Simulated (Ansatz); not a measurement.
## Electronic structure of CH₂Cl₂FSi (doublet) in real space

The calculation's input:

```
crystal:
  periodic: [false, false, false]
  atoms:
    - {symbol: C, position_ang: [0.324008, 3.557037, -2.010887]}
    - {symbol: Cl, position_ang: [2.654617, 3.983607, 0.164829]}
    - {symbol: Cl, position_ang: [-0.922116, 3.660996, -0.745296]}
    - {symbol: F, position_ang: [2.964767, 2.764521, -2.550893]}
    - {symbol: Si, position_ang: [1.902183, 2.769817, -1.319008]}
    - {symbol: H, position_ang: [0.553798, 4.572314, -2.371936]}
    - {symbol: H, position_ang: [-0.068216, 2.968264, -2.852872]}
basis:
  gaussian: {orbitals: def2-TZVPD}
output: {forces: true, orbitals: {seedname: orbitals}}
magnetization: {spin_polarized: true, initial_magnetization: 1}
hamiltonian: {xc: {name: PBE0}}
```

Run with:

```sh
ansatz run input.yaml --threads 2 --pin off --max-ram 4350MiB --events-out events.jsonl --progress --plain --runs-dir runs
```

Geometry: PBE0-D3(BJ)/def2-SVP.

Method: isolated molecule in a Gaussian basis; Kohn-Sham density functional theory, functional PBE0 (Ansatz 0.2.0).

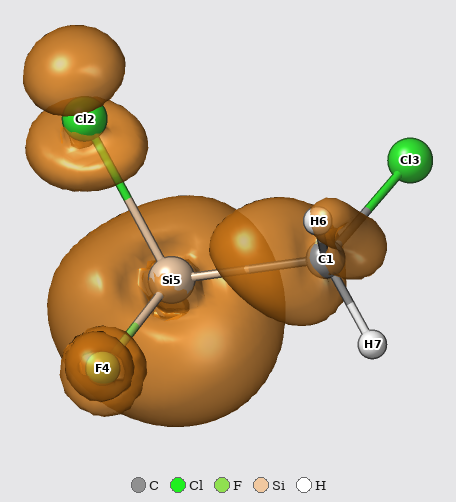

Figure 1. Isosurfaces of the spin density at +0.02 (orange) and −0.02 e/Å³ (purple), seen at a tilt.

Question: Describe the spin distribution.

Answer: The unpaired spin (1 electron) lies mostly on Si5 (about 0.7), Cl2 (about 0.1) and C1 (about 0.1), in electrons by Hirshfeld's partition. Only one sign reaches the isovalue.

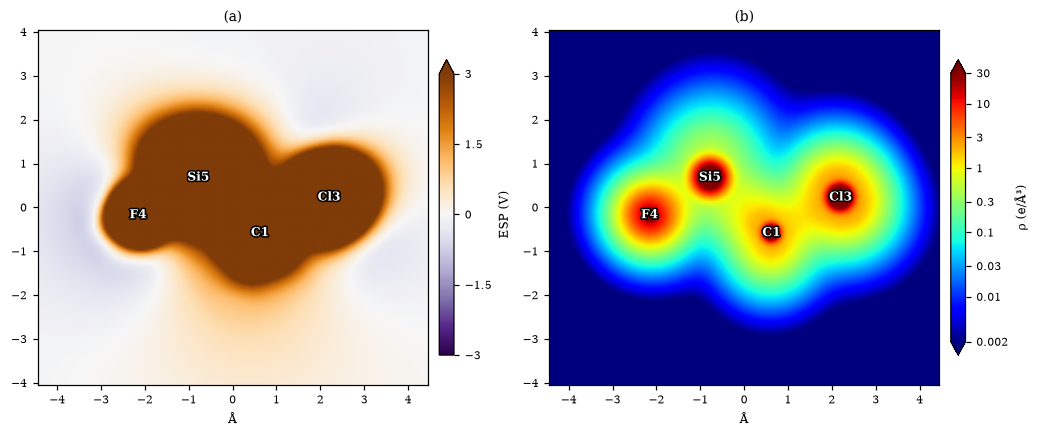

Figure 2. (a) electrostatic potential; (b) total electron density on the plane of atoms Cl3, C1 and Si5.

Question: Interpret the plot.

Answer:
- The section cuts through C, Cl, F and Si sites.
- Si–F (1.63 Å): ρ at the midpoint is about 1.1 e/Å³.
- C–Cl (1.78 Å): ρ is about 1.3 e/Å³ halfway.
- C–Si (1.89 Å): ρ at the midpoint is about 0.96 e/Å³.
- Outside the dense part of the molecule the potential is most negative (−0.7 V) near F4.

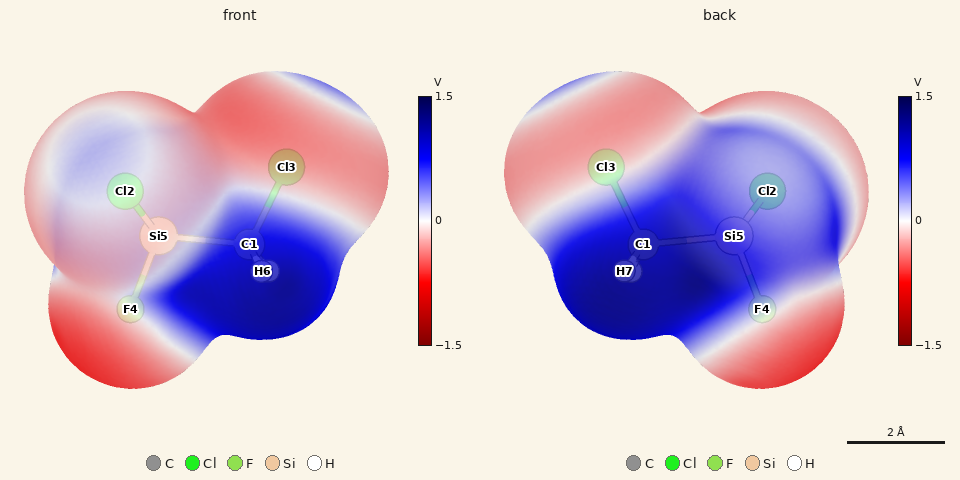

Figure 3. The molecular electrostatic potential painted on the density surface at 0.001 e/bohr³, seen from the front and from behind; red is negative and blue positive.

Question: Where is the surface potential most negative and most positive?

Answer: The most negative region (about −0.6 V) lies over F4, the most positive (about +1.3 V) over Si5 and H7. Cl3 shows a σ-hole: about +0.4 V at the tip opposite its bond, against about −0.3 V on its flanks.
